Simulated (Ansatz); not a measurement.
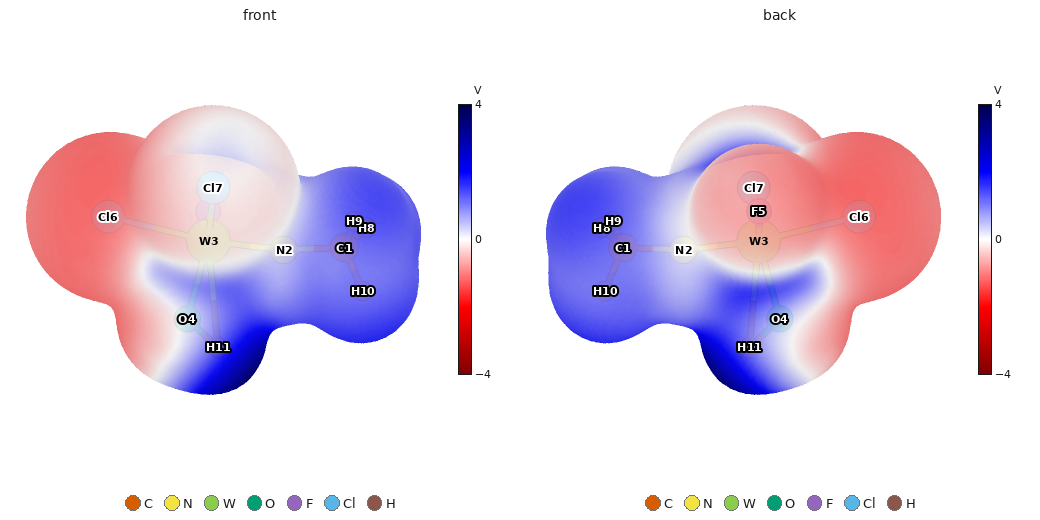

Figure. CH$_{4}$Cl$_{2}$FNOW. The electrostatic potential painted on the density surface at 0.002 e/bohr³, seen from the front and from behind; red is negative and blue positive.

Geometry: PBE0-D4/def2-TZVP; core potentials replace the inner electrons of W.

The calculation used Ansatz 0.2.0, RKS PBE0-D4/def2-TZVPP.

Input

```
crystal:
  periodic: [false, false, false]
  atoms:
    - {symbol: C, position_ang: [1.013897, -1.618806, -0.439159]}
    - {symbol: N, position_ang: [0.228060, -0.468003, -0.246917]}
    - {symbol: W, position_ang: [-0.458588, 1.103382, 0.036791]}
    - {symbol: O, position_ang: [-1.901932, 0.578756, 1.089910]}
    - {symbol: F, position_ang: [-0.791138, 1.433577, -1.759826]}
    - {symbol: Cl, position_ang: [-1.130998, 3.359165, 0.347508]}
    - {symbol: Cl, position_ang: [1.433486, 1.694141, 1.191186]}
    - {symbol: H, position_ang: [1.164217, -1.810529, -1.506391]}
    - {symbol: H, position_ang: [1.992592, -1.472697, 0.034064]}
    - {symbol: H, position_ang: [0.538080, -2.496017, 0.011493]}
    - {symbol: H, position_ang: [-2.022276, -0.359968, 1.261940]}
basis:
  gaussian: {orbitals: def2-TZVPP}
hamiltonian: {xc: pbe0, dispersion: d4}
output: {orbitals: {seedname: orbitals}}
```

Run with:

```sh
ansatz run in.yaml --threads 2 --pin off --events-out ev --progress --plain --max-ram 32768MiB --backend cuda --devices 0, --max-vram 18GiB
```

**Describe the electrostatic potential map.**

The most negative region (about −1.2 V) lies over W3, F5 and Cl6, the most positive (about +3.4 V) over H11.
